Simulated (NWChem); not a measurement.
# doublet C2H7NSi+: levels of theory compared

Aim: a comparison of 6 runs (UHF/STO-3G, UHF/3-21G, UPBE0/6-31G*, UB3LYP/6-31G*, UM06-2X/6-31G*) of doublet C2H7NSi+. 

The results are computed with NWChem 7.3.0.

48 further runs of the same task are left out: 48 set aside as unsound or not needed.

### Step 1. The system as given

C2H7NSi+: 11 atoms, total charge +1, spin state doublet. As SMILES of the parent species, `C=N[SiH2]C`. Geometry: relaxed at PBE0-D4/def2-TZVP. That shape belongs to the parent species and isn't relaxed for this state.

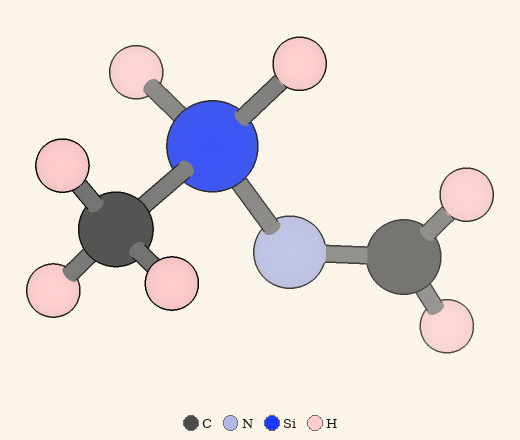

The structure, seen from a chosen angle (carbon dark grey, nitrogen light blue, silicon blue, hydrogen pink).

### Step 2. The energy at UHF/STO-3G (run 1)

run.py reads:

```python
from ase import Atoms
from ase.calculators.nwchem import NWChem

molecule = Atoms(['C', 'N', 'Si', 'C', 'H', 'H', 'H', 'H', 'H', 'H', 'H'], positions=[
    [-0.763200, 2.027200, 0.389900],
    [-0.749500, 1.001600, -0.336400],
    [-0.379200, -0.602800, 0.247400],
    [1.068600, -1.271000, -0.713200],
    [-0.997700, 3.009000, -0.039500],
    [-0.550300, 2.023600, 1.471900],
    [-0.075100, -0.581600, 1.713400],
    [-1.590400, -1.434700, 0.023400],
    [0.849500, -1.270200, -1.783000],
    [1.292800, -2.296000, -0.407900],
    [1.959900, -0.662200, -0.545500],
])

calc = NWChem(
    label='c2h7nsi',
    theory='scf',
    memory='2200 mb',
    basis='STO-3G',
    basispar='spherical bse',
    charge=1,
    scf={'nopen': '1', 'uhf': None, 'thresh': '1e-08', 'maxiter': '80', 'print': 'low'},
    task='energy',
)
molecule.calc = calc

print(f"energy = {molecule.get_potential_energy():.6f} eV")
```

The run is started by

```bash
$ export ASE_NWCHEM_COMMAND="nwchem PREFIX.nwi > PREFIX.nwo"
$ python run.py
```

Standard output:

```text
energy = -11374.656788 eV
```

The calculator wrote c2h7nsi.nwi:

```
title "c2h7nsi"

permanent_dir c2h7nsi

scratch_dir c2h7nsi

start c2h7nsi

geometry units angstrom nocenter noautosym noautoz
  C  -7.6319999999999999e-01 2.0272000000000001e+00 3.8990000000000002e-01
  N  -7.4950000000000006e-01 1.0016000000000000e+00 -3.3639999999999998e-01
  Si -3.7919999999999998e-01 -6.0280000000000000e-01 2.4740000000000001e-01
  C  1.0686000000000000e+00 -1.2709999999999999e+00 -7.1319999999999995e-01
  H  -9.9770000000000003e-01 3.0089999999999999e+00 -3.9500000000000000e-02
  H  -5.5030000000000001e-01 2.0236000000000001e+00 1.4719000000000000e+00
  H  -7.5100000000000000e-02 -5.8160000000000001e-01 1.7134000000000000e+00
  H  -1.5904000000000000e+00 -1.4347000000000001e+00 2.3400000000000001e-02
  H  8.4950000000000003e-01 -1.2702000000000000e+00 -1.7829999999999999e+00
  H  1.2927999999999999e+00 -2.2959999999999998e+00 -4.0789999999999998e-01
  H  1.9599000000000000e+00 -6.6220000000000001e-01 -5.4549999999999998e-01
end

charge 1

memory 2200 mb

basis spherical bse noprint
   * library STO-3G
end

scf
  nopen 1
  uhf
  thresh 1e-08
  maxiter 80
  print low
end

task scf energy
```

c2h7nsi.nwo:

```text
Northwest Computational Chemistry Package (NWChem) 7.3.0
             --------------------------------------------------------

           Job information
           ---------------

    nwchem branch   = 7.3.0
    use scalapack   = T
    input           = c2h7nsi.nwi
    prefix          = c2h7nsi.
    data base       = c2h7nsi/c2h7nsi.db
    status          = startup
    nproc           =        1

           Memory information
           ------------------

    heap     =     72089600 doubles =      550.0 Mbytes
    stack    =     72089597 doubles =      550.0 Mbytes
    global   =    144179200 doubles =     1100.0 Mbytes (distinct from heap & stack)
    total    =    288358397 doubles =     2200.0 Mbytes
    verify   = yes
    hardfail = no

[... 38 lines left out ...]
            Nuclear Dipole moment (a.u.)
[... 57 lines left out ...]
                                      c2h7nsi

  ao basis        = "ao basis"
  functions       =    31
  atoms           =    11
  alpha electrons =    20
  beta  electrons =    19
  charge          =   1.00
  wavefunction    = UHF
  input vectors   = atomic
  output vectors  = c2h7nsi/c2h7nsi.movecs
  use symmetry    = F
  symmetry adapt  = F

 Forming initial guess at       0.0s

 Starting SCF solution at       0.1s

  ga_iter_lsolve: convergence stagnant ... aborting solve

       Final UHF  results
       ------------------

         Total SCF energy =   -418.010930355544
      One electron energy =   -883.644403237356
      Two electron energy =    306.110589288431
 Nuclear repulsion energy =    159.522883593381

                       Sz =      0.5000
                 Sz(Sz+1) =      0.7500
                      S^2 =      1.0142

        Time for solution =      4.6s

 Task  times  cpu:        4.7s     wall:        4.7s
 Total times  cpu:        4.7s     wall:        4.7s
```

Run time: 5.7 s. Hardware: 1 thread of Intel Xeon 6975P-C (Granite Rapids), shared host; peak memory 0.096 GiB.

### Step 3. A single-point energy at UHF/3-21G (run 2)

run.py reads:

```python
from ase import Atoms
from ase.calculators.nwchem import NWChem

atoms = Atoms(['C', 'N', 'Si', 'C', 'H', 'H', 'H', 'H', 'H', 'H', 'H'], positions=[
    [-0.763200, 2.027200, 0.389900],
    [-0.749500, 1.001600, -0.336400],
    [-0.379200, -0.602800, 0.247400],
    [1.068600, -1.271000, -0.713200],
    [-0.997700, 3.009000, -0.039500],
    [-0.550300, 2.023600, 1.471900],
    [-0.075100, -0.581600, 1.713400],
    [-1.590400, -1.434700, 0.023400],
    [0.849500, -1.270200, -1.783000],
    [1.292800, -2.296000, -0.407900],
    [1.959900, -0.662200, -0.545500],
])

calc = NWChem(
    label='m1',
    theory='scf',
    memory='2200 mb',
    basis='3-21G',
    basispar='spherical bse',
    charge=1,
    scf={'nopen': '1', 'uhf': None, 'thresh': '1e-08', 'maxiter': '80'},
    task='energy',
)
atoms.calc = calc

print("Total energy (eV):", round(atoms.get_potential_energy(), 6))
```

The run is started by

```bash
$ export ASE_NWCHEM_COMMAND="nwchem PREFIX.nwi > PREFIX.nwo"
$ python run.py
```

Standard output:

```text
Total energy (eV): -11445.565784
```

The calculator wrote m1.nwi:

```
title "m1"

permanent_dir m1

scratch_dir m1

start m1

geometry units angstrom nocenter noautosym noautoz
  C  -7.6319999999999999e-01 2.0272000000000001e+00 3.8990000000000002e-01
  N  -7.4950000000000006e-01 1.0016000000000000e+00 -3.3639999999999998e-01
  Si -3.7919999999999998e-01 -6.0280000000000000e-01 2.4740000000000001e-01
  C  1.0686000000000000e+00 -1.2709999999999999e+00 -7.1319999999999995e-01
  H  -9.9770000000000003e-01 3.0089999999999999e+00 -3.9500000000000000e-02
  H  -5.5030000000000001e-01 2.0236000000000001e+00 1.4719000000000000e+00
  H  -7.5100000000000000e-02 -5.8160000000000001e-01 1.7134000000000000e+00
  H  -1.5904000000000000e+00 -1.4347000000000001e+00 2.3400000000000001e-02
  H  8.4950000000000003e-01 -1.2702000000000000e+00 -1.7829999999999999e+00
  H  1.2927999999999999e+00 -2.2959999999999998e+00 -4.0789999999999998e-01
  H  1.9599000000000000e+00 -6.6220000000000001e-01 -5.4549999999999998e-01
end

charge 1

memory 2200 mb

basis spherical bse noprint
   * library 3-21G
end

scf
  nopen 1
  uhf
  thresh 1e-08
  maxiter 80
end

task scf energy
```

m1.nwo:

```text
Northwest Computational Chemistry Package (NWChem) 7.3.0
             --------------------------------------------------------

           Job information
           ---------------

    nwchem branch   = 7.3.0
    use scalapack   = T
    input           = m1.nwi
    prefix          = m1.
    data base       = m1/m1.db
    status          = startup
    nproc           =        1

           Memory information
           ------------------

    heap     =     72089600 doubles =      550.0 Mbytes
    stack    =     72089597 doubles =      550.0 Mbytes
    global   =    144179200 doubles =     1100.0 Mbytes (distinct from heap & stack)
    total    =    288358397 doubles =     2200.0 Mbytes
    verify   = yes
    hardfail = no

[... 38 lines left out ...]
            Nuclear Dipole moment (a.u.)
[... 93 lines left out ...]
 1-e energy   =    -870.668865
[... 7 lines left out ...]
         Quadratically convergent UHF
[... 16 lines left out ...]
       Final UHF  results
[... 3 lines left out ...]
      One electron energy =   -885.779837039799
[... 1 line left out ...]
 Nuclear repulsion energy =    159.522883593381
[... 42 lines left out ...]
          Final beta eigenvalues
[... 247 lines left out ...]
                     UHF Final Beta Molecular Orbital Analysis
[... 252 lines left out ...]
   Mulliken analysis of the spin density
   -------------------------------------

    Atom       Charge   Shell Charges
 -----------   ------   -------------------------------------------------------
    1 C    6    -0.66  -0.00 -0.02 -0.23 -0.10 -0.31
    2 N    7     1.40   0.00  0.04  0.64  0.11  0.61
    3 Si  14    -0.09  -0.00 -0.00 -0.00 -0.01 -0.03 -0.01 -0.04
[... 7 lines of this table left out ...]
   11 H    1    -0.00  -0.00 -0.00

       Multipole analysis of the density wrt the origin
       ------------------------------------------------

     L   x y z        total         alpha         beta         nuclear
     -   - - -        -----         -----         ----         -------
     0   0 0 0      1.000000    -20.000000    -19.000000     40.000000

     1   1 0 0     -0.836367      7.702463      6.265662    -14.804491
[... 8 lines of this table left out ...]
     2   0 0 2    -21.432602    -37.962608    -34.752212     51.282217

 Task  times  cpu:        3.8s     wall:        3.8s
 Total times  cpu:        3.8s     wall:        3.8s
```

Run time: 4.8 s. Hardware: 1 thread of Intel Xeon 6975P-C (Granite Rapids), shared host; peak memory 0.098 GiB.

Runs 3 to 4 aren't shown in full; the table further down has their settings and results.

### Step 4. A single-point energy at UM06-2X/6-31G(d) (spherical functions) (run 5)

run.py reads:

```python
from ase import Atoms
from ase.calculators.nwchem import NWChem

mol = Atoms(['C', 'N', 'Si', 'C', 'H', 'H', 'H', 'H', 'H', 'H', 'H'], positions=[
    [-0.763200, 2.027200, 0.389900],
    [-0.749500, 1.001600, -0.336400],
    [-0.379200, -0.602800, 0.247400],
    [1.068600, -1.271000, -0.713200],
    [-0.997700, 3.009000, -0.039500],
    [-0.550300, 2.023600, 1.471900],
    [-0.075100, -0.581600, 1.713400],
    [-1.590400, -1.434700, 0.023400],
    [0.849500, -1.270200, -1.783000],
    [1.292800, -2.296000, -0.407900],
    [1.959900, -0.662200, -0.545500],
])

calc = NWChem(
    label='a',
    theory='dft',
    memory='2200 mb',
    basis='6-31G*',
    basispar='spherical bse',
    charge=1,
    dft={'xc': 'm06-2x', 'mult': '2', 'grid': 'xfine', 'convergence': 'energy 1e-08', 'iterations': '100', 'mulliken': None},
    task='energy',
)
mol.calc = calc

print("Total energy (eV):", round(mol.get_potential_energy(), 6))
```

The run is started by

```bash
$ export ASE_NWCHEM_COMMAND="nwchem PREFIX.nwi > PREFIX.nwo"
$ python run.py
```

Standard output:

```text
Total energy (eV): -11543.072412
```

The calculator wrote a.nwi:

```
title "a"

permanent_dir a

scratch_dir a

start a

geometry units angstrom nocenter noautosym noautoz
  C  -7.6319999999999999e-01 2.0272000000000001e+00 3.8990000000000002e-01
  N  -7.4950000000000006e-01 1.0016000000000000e+00 -3.3639999999999998e-01
  Si -3.7919999999999998e-01 -6.0280000000000000e-01 2.4740000000000001e-01
  C  1.0686000000000000e+00 -1.2709999999999999e+00 -7.1319999999999995e-01
  H  -9.9770000000000003e-01 3.0089999999999999e+00 -3.9500000000000000e-02
  H  -5.5030000000000001e-01 2.0236000000000001e+00 1.4719000000000000e+00
  H  -7.5100000000000000e-02 -5.8160000000000001e-01 1.7134000000000000e+00
  H  -1.5904000000000000e+00 -1.4347000000000001e+00 2.3400000000000001e-02
  H  8.4950000000000003e-01 -1.2702000000000000e+00 -1.7829999999999999e+00
  H  1.2927999999999999e+00 -2.2959999999999998e+00 -4.0789999999999998e-01
  H  1.9599000000000000e+00 -6.6220000000000001e-01 -5.4549999999999998e-01
end

charge 1

memory 2200 mb

basis spherical bse noprint
   * library 6-31G*
end

dft
  xc m06-2x
  mult 2
  grid xfine
  convergence energy 1e-08
  iterations 100
  mulliken
end

task dft energy
```

a.nwo:

```text
Northwest Computational Chemistry Package (NWChem) 7.3.0
             --------------------------------------------------------

           Job information
           ---------------

    nwchem branch   = 7.3.0
    use scalapack   = T
    input           = a.nwi
    prefix          = a.
    data base       = a/a.db
    status          = startup
    nproc           =        1

           Memory information
           ------------------

    heap     =     72089598 doubles =      550.0 Mbytes
    stack    =     72089595 doubles =      550.0 Mbytes
    global   =    144179200 doubles =     1100.0 Mbytes (distinct from heap & stack)
    total    =    288358393 doubles =     2200.0 Mbytes
    verify   = yes
    hardfail = no

[... 111 lines left out ...]
  convergence criterion.
[... 17 lines left out ...]
          Convergence on gradient requested:  5.00D-04
[... 25 lines left out ...]
          Convergence aids based upon iterative change in
[... 30 lines left out ...]
 1-e energy   =    -872.849854
[... 67 lines left out ...]
         Total DFT energy =     -424.200090426287
[... 2 lines left out ...]
    Exchange-Corr. energy =      -40.881019633984
[... 526 lines left out ...]
                     DFT Final Beta Molecular Orbital Analysis
[... 607 lines left out ...]
 center of mass
 --------------
 x =  -0.42805715 y =   0.12972864 z =  -0.03189150

 moments of inertia (a.u.)
 ------------------
         484.371049863385         160.829247534946          57.739936642676
         160.829247534946         210.694973684383         -60.676249760030
          57.739936642676         -60.676249760030         552.079358030800

     Multipole analysis of the density
     ---------------------------------

     L   x y z        total         alpha         beta         nuclear
     -   - - -        -----         -----         ----         -------
     0   0 0 0      1.000000    -20.000000    -19.000000     40.000000

     1   1 0 0     -0.752391      7.708136      6.343964    -14.804491
[... 8 lines of this table left out ...]
     2   0 0 2    -19.989832    -37.302669    -33.969381     51.282217

 Task  times  cpu:       97.9s     wall:       97.9s
 Total times  cpu:       97.9s     wall:       97.9s
```

Run time: 99 s. Hardware: 1 thread of Intel Xeon 6975P-C (Granite Rapids), shared host; peak memory 0.14 GiB.

### Step 5. The energy at UB3LYP/6-31G(d) (Cartesian functions) (run 6)

c2h7nsi.nw reads:

```
start c2h7nsi
title "C2H7NSi"
memory 2200 mb
charge 1

geometry units angstroms noautosym nocenter noautoz
   C       -0.763200       2.027200       0.389900
   N       -0.749500       1.001600      -0.336400
   Si      -0.379200      -0.602800       0.247400
   C        1.068600      -1.271000      -0.713200
   H       -0.997700       3.009000      -0.039500
   H       -0.550300       2.023600       1.471900
   H       -0.075100      -0.581600       1.713400
   H       -1.590400      -1.434700       0.023400
   H        0.849500      -1.270200      -1.783000
   H        1.292800      -2.296000      -0.407900
   H        1.959900      -0.662200      -0.545500
end

basis cartesian
   * library 6-31G*
end

dft
   xc b3lyp
   mult 2
   grid xfine
   convergence energy 1e-08
   maxiter 100
   mulliken
end

task dft energy
```

The run is started by

```bash
$ nwchem c2h7nsi.nw > c2h7nsi.out
```

Standard output:

```text
[...]
          Wavefunction type:  spin polarized.
          No. of atoms     :    11
          No. of electrons :    39
[...]
          Charge           :     1
          Spin multiplicity:     2
[...]
          AO basis - number of functions:    78
[...]
              XC Information
              --------------
                         B3LYP Method XC Potential
                     Hartree-Fock (Exact) Exchange  0.200
                        Slater Exchange Functional  0.800 local
                    Becke 1988 Exchange Functional  0.720 non-local
              Lee-Yang-Parr Correlation Functional  0.810
                  VWN I RPA Correlation Functional  0.190 local
[...]
 d= 0,ls=0.0,diis     1   -424.1714329302 -5.84D+02  1.16D-02  3.48D-01     5.2
[...]
 d= 0,ls=0.0,diis    14   -424.3306600615 -1.73D-09  1.12D-07  2.42D-11    66.8
[...]
         Total DFT energy =     -424.330660061510
      One electron energy =     -889.615935130475
           Coulomb energy =      346.732560903665
    Exchange-Corr. energy =      -40.970169428082
 Nuclear repulsion energy =      159.522883593381
[...]
      Total Density - Mulliken Population Analysis
     ---------------------------------------------
    Atom       Charge   Shell Charges
 -----------   ------   -------------------------------------------------------
    1 C    6     6.08   1.99  0.74  2.02  0.56  0.74  0.03
    2 N    7     7.13   1.99  0.85  2.36  0.86  1.07  0.00
    3 Si  14    13.41   2.00  1.99  5.96  1.07  1.86  0.15  0.20  0.17
    4 C    6     6.69   1.99  0.67  2.15  0.69  1.17  0.02
    5 H    1     0.69   0.50  0.19
    6 H    1     0.69   0.49  0.19
    7 H    1     1.00   0.49  0.50
    8 H    1     1.00   0.50  0.49
    9 H    1     0.77   0.51  0.26
   10 H    1     0.76   0.51  0.25
[...]
      <S2> =      0.7596 (Exact =     0.7500)
[...]
```

It took 68 s on 1 thread of Intel Xeon 6975P-C (Granite Rapids), shared host; peak memory 0.14 GiB.

### Step 6. The series

| run | level | iteration cap | module | energy (Eh) | ⟨S²⟩ | wall time |
| --- | --- | --- | --- | --- | --- | --- |
| 1 | UHF/STO-3G | 80 | scf | -418.010930 | 1.014 | 5.7 s |
| 2 | UHF/3-21G | 80 | scf | -420.616788 | 0.901 | 4.8 s |
| 3 | UPBE0/6-31G* (spherical functions) | 100 | dft | -424.014220 | 0.762 | 65 s |
| 4 | UB3LYP/6-31G* (spherical functions) | 100 | dft | -424.326259 | 0.760 | 62 s |
| 5 | UM06-2X/6-31G* (spherical functions) | 100 | dft | -424.200090 | 0.763 | 99 s |
| 6 | UB3LYP/6-31G* (Cartesian functions) | 100 | dft | -424.330660 | 0.760 | 68 s |

### Step 7. Summary of results

| quantity | value |
| --- | --- |
| run 6: total energy | -424.33066 Eh |
| run 6: HOMO energy (highest over α and β) | -13.72 eV |
| run 6: LUMO energy (lowest over α and β) | -11.69 eV |
| run 6: ⟨S²⟩ | 0.760 |

In words: Totals of different functionals can't be ranked against each other. In run 1 the basis is minimal, so the values are rough. Spin contamination of the reference: run 1 ⟨S²⟩ = 1.01, run 2 ⟨S²⟩ = 0.90. All runs together took 5.1 min, the longest 99 s.
